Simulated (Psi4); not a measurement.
**SiH3F (SMILES F[SiH3]): B3LYP/6-31G(d) (spherical functions)**

Aim: the vertical singlet–triplet gap of SiH3F at B3LYP/6-31G* (spherical functions), from 2 runs. The job is set up through a Python script.

Program for the calculation: Psi4 1.11.

2 further runs of the same task are left out: 2 set aside as unsound or not needed.

### 1 The molecule

The species is SiH3F (5 atoms), meant as a singlet with charge 0. As SMILES, `F[SiH3]`. The coordinates come from a PBE0-D4/def2-TZVP relaxation.

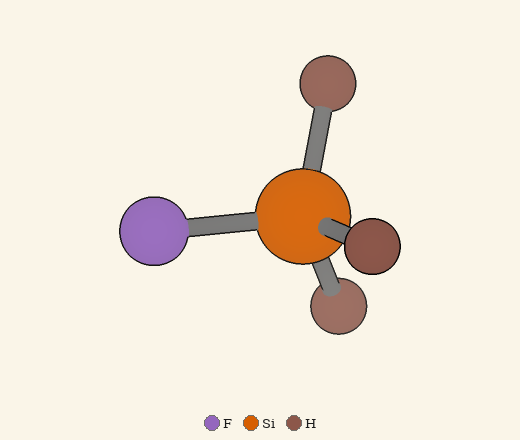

The structure, seen from a chosen angle (fluorine purple, silicon orange, hydrogen brown).

### 2 Energy and forces at B3LYP/6-31G(d) (spherical functions)

fh3si.xyz reads:

```xyz
5
FH3Si
F     -1.274600     0.162800     0.858000
Si     0.043300    -0.019300    -0.030700
H     -0.367800    -0.192600    -1.443700
H      0.768600    -1.217900     0.451600
H      0.880500     1.193400     0.123400
```

calc.py reads:

```python
import psi4

psi4.set_memory('1600 MB')
psi4.set_num_threads(1)
psi4.core.set_output_file('psi4.out', False)

with open('fh3si.xyz') as f:
    atoms = ''.join(f.readlines()[2:])
m = psi4.geometry('0 1\n' + atoms + 'symmetry c1\nno_reorient\nno_com')

psi4.set_options({
    'basis': '6-31G*',
    'puream': True,
    'e_convergence': 1e-09,
    'd_convergence': 1e-08,
    'scf_type': 'pk',
    'dft_radial_points': 99,
    'dft_spherical_points': 590,
})

E, wfn = psi4.gradient('b3lyp', molecule=m, return_wfn=True)
print('gradient / Eh bohr^-1')
print(E.np.round(6))
print(f'energy = {wfn.energy():.10f} Eh')
```

The run is started by

```sh
python calc.py
```

psi4.out:

```text
[...]
  Running in c1 symmetry.
[...]
  Nuclear repulsion =   63.042807224251995
[...]
  Multiplicity = 1
[...]
  Nalpha       = 13
  Nbeta        = 13
[...]
    Number of basis functions: 38
[...]
   @RKS iter   1:  -391.12836408209415   -3.98363e-01   9.57292e-03 ADIIS/DIIS
[...]
   @RKS iter   9:  -391.17737501615460   -1.70530e-13   4.41520e-09 DIIS
[...]
    Orbital Energies [Eh]
    ---------------------
    Doubly Occupied:
       1A    -66.156202     2A    -24.676794     3A     -5.315119
       4A     -3.675183     5A     -3.671973     6A     -3.671973
       7A     -1.174759     8A     -0.560619     9A     -0.448307
      10A     -0.436636    11A     -0.436634    12A     -0.344326
      13A     -0.344314
[...]
  @RKS Final Energy:  -391.17737501615460
   => Energetics <=
    Nuclear Repulsion Energy =             63.0428072242519946
    One-Electron Energy =                -667.8472172822571338
    Two-Electron Energy =                 239.9064537692836439
    DFT Exchange-Correlation Energy =     -26.2794187274330788
    Empirical Dispersion Energy =           0.0000000000000000
    VV10 Nonlocal Energy =                  0.0000000000000000
    Total Energy =                       -391.1773750161545991
[...]
 Multipole Moments:
 ------------------------------------------------------------------------------------
     Multipole            Electronic (a.u.)      Nuclear  (a.u.)        Total (a.u.)
 ------------------------------------------------------------------------------------
 L = 1.  Multiply by 2.5417464519 to convert [e a0] to [Debye]
 Dipole X            :         18.5266353          -18.1109462            0.4156891
 Dipole Y            :         -1.9053410            1.8479632           -0.0573779
 Dipole Z            :        -12.4188560           12.1386558           -0.2802002
 Magnitude           :                                                    0.5045808
[...]
  -Total Gradient:
     Atom            X                  Y                   Z
    ------   -----------------  -----------------  -----------------
       1        0.009329566454    -0.001290805773    -0.006293327828
       2       -0.004112824086     0.000581595454     0.002818333910
       3       -0.001385975211     0.000287878048     0.001658957652
       4       -0.001889927874     0.000757087603     0.000833041954
       5       -0.001940549308    -0.000335418359     0.000982751117
[...]
```

The script printed:

```text
Memory set to   1.490 GiB by Python driver.
  Threads set to 1 by Python driver.
gradient / Eh bohr^-1
[[ 0.00933  -0.001291 -0.006293]
 [-0.004113  0.000582  0.002818]
 [-0.001386  0.000288  0.001659]
 [-0.00189   0.000757  0.000833]
 [-0.001941 -0.000335  0.000983]]
energy = -391.1773750162 Eh
```

Run time: 11 s. Hardware: 1 thread of AMD EPYC 7R43 (Zen 3), shared host; peak memory 0.5 GiB.

### 3 The triplet

run.py reads:

```python
import psi4

psi4.set_memory('1600 MB')
psi4.set_num_threads(1)
psi4.core.set_output_file('psi4.out', False)

molecule = psi4.geometry("""
0 3
F
Si 1 1.59994
H 2 1.481757 1 108.32834
H 2 1.48166 3 110.58575 1 118.57536
H 2 1.481652 4 110.58883 3 -122.84593
units angstrom
symmetry c1
""")

options = {'reference': 'uks', 'puream': True, 'e_convergence': 1e-09, 'd_convergence': 1e-08, 'scf_type': 'pk', 'dft_radial_points': 99, 'dft_spherical_points': 590, 'maxiter': 200}
psi4.set_options(options)

result, w = psi4.gradient("b3lyp/6-31G*", return_wfn=True)
psi4.oeprop(w, "QUADRUPOLE", "LOWDIN_CHARGES", "MULLIKEN_CHARGES", title="B3LYP")
print('gradient / Eh bohr^-1')
print(result.np.round(6))
print(f'energy = {w.energy():.10f} Eh')
```

The run is started by

```sh
python run.py
```

psi4.out, cut to the lines that bear on the results:

```text
[...]
  Running in c1 symmetry.
[...]
  Nuclear repulsion =   63.042811053705492
[...]
  Multiplicity = 3
[...]
  Nalpha       = 14
  Nbeta        = 12
[...]
    Number of basis functions: 38
[...]
   @UKS iter   1:  -390.82025443839211   -9.02533e-02   9.94240e-03 DIIS/ADIIS
[...]
   @UKS iter  17:  -390.88680005389790   -6.87805e-12   5.54819e-09 DIIS
[...]
   @S^2 Observed:                2.004140504E+00
[...]
  @UKS Final Energy:  -390.88680005389790
   => Energetics <=
    Nuclear Repulsion Energy =             63.0428110537054920
    One-Electron Energy =                -666.8511971027121490
    Two-Electron Energy =                 239.0968223286679404
    DFT Exchange-Correlation Energy =     -26.1752363335591625
    Empirical Dispersion Energy =           0.0000000000000000
    VV10 Nonlocal Energy =                  0.0000000000000000
    Total Energy =                       -390.8868000538979004
[...]
  -Total Gradient:
     Atom            X                  Y                   Z
    ------   -----------------  -----------------  -----------------
       1        0.000006473870     0.005151269840     0.047280476233
       2       -0.000041933283    -0.048843464604    -0.049762042940
       3        0.000011304874     0.026718869252    -0.004915737495
       4        0.014624102660     0.008486384194     0.003696923286
       5       -0.014599647290     0.008486890849     0.003701684292
[...]
 Multipole Moments:
 ------------------------------------------------------------------------------------
     Multipole            Electronic (a.u.)      Nuclear  (a.u.)        Total (a.u.)
 ------------------------------------------------------------------------------------
 L = 1.  Multiply by 2.5417464519 to convert [e a0] to [Debye]
 Dipole X            :         -0.0002819           -0.0000732           -0.0003551
 Dipole Y            :         -0.3957832           -0.0001373           -0.3959206
 Dipole Z            :         -3.6219169            3.9160632            0.2941464
 Magnitude           :                                                    0.4932295
 L = 2.  Multiply by 1.3450342976 to convert [e a0^2] to [Debye ang]
 Quadrupole XX       :        -25.8274973           10.5964329          -15.2310644
 Quadrupole XY       :         -0.0010419            0.0002520           -0.0007899
[...]
  Mulliken Charges: (a.u.)
   Center  Symbol    Alpha    Beta     Spin     Total
[...]
```

The script printed:

```text
Memory set to   1.490 GiB by Python driver.
  Threads set to 1 by Python driver.
gradient / Eh bohr^-1
[[ 6.0000e-06  5.1510e-03  4.7280e-02]
 [-4.2000e-05 -4.8843e-02 -4.9762e-02]
 [ 1.1000e-05  2.6719e-02 -4.9160e-03]
 [ 1.4624e-02  8.4860e-03  3.6970e-03]
 [-1.4600e-02  8.4870e-03  3.7020e-03]]
energy = -390.8868000539 Eh
```

Run time: 20 s. Hardware: 1 thread of AMD EPYC 7R43 (Zen 3), shared host; peak memory 0.51 GiB.

### 4 What came out

At B3LYP/6-31G* (spherical functions):

| quantity | value |
| --- | --- |
| singlet: total energy | -391.17738 Eh |
| singlet: dipole moment | 1.28 D |
| singlet: HOMO energy | -9.37 eV |
| singlet: LUMO energy | 0.13 eV |
| singlet: HOMO–LUMO gap | 9.50 eV |
| singlet: largest force on an atom | 0.582 eV/Å |
| triplet: total energy | -390.88680 Eh |
| triplet: dipole moment | 1.25 D |
| triplet: HOMO energy (highest over α and β) | -2.05 eV |
| triplet: ⟨S²⟩ | 2.004 |
| triplet: largest force on an atom | 3.586 eV/Å |
| vertical energy of the triplet above the singlet | 7.907 eV |

At this shape the triplet lies 7.91 eV (182 kcal/mol) above the singlet. The largest force (singlet) is 0.58 eV/Å: the shape isn't a stationary point for this species at this level.
